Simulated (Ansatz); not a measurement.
The starting structures come from a database of crystals and need not be the phases stable at ambient conditions.

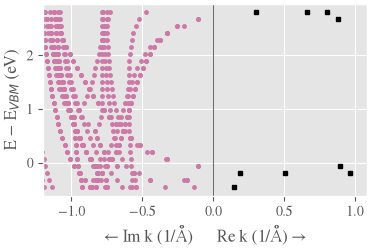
*Complex bands at the centre of the two-dimensional zone; r2SCAN in Ansatz (an electronic-structure program)*

The gap is the functional's own, uncorrected, and κ follows it; spin-orbit coupling is left out. Mid-gap values are interpolated between the computed energies.

### Question
This is K2PdF6 (P-3m1, not sure to be the ambient phase, 9 atoms a cell, 14.3 Å³ an atom) along the normal of (110). Read off the slowest decay at the centre of the two-dimensional zone at 1.24 eV, the computed energy nearest the middle of the gap.

### Answer
κ ≈ 0.57 1/Å, a decay length 1/(2κ) of the density of 0.88 Å.
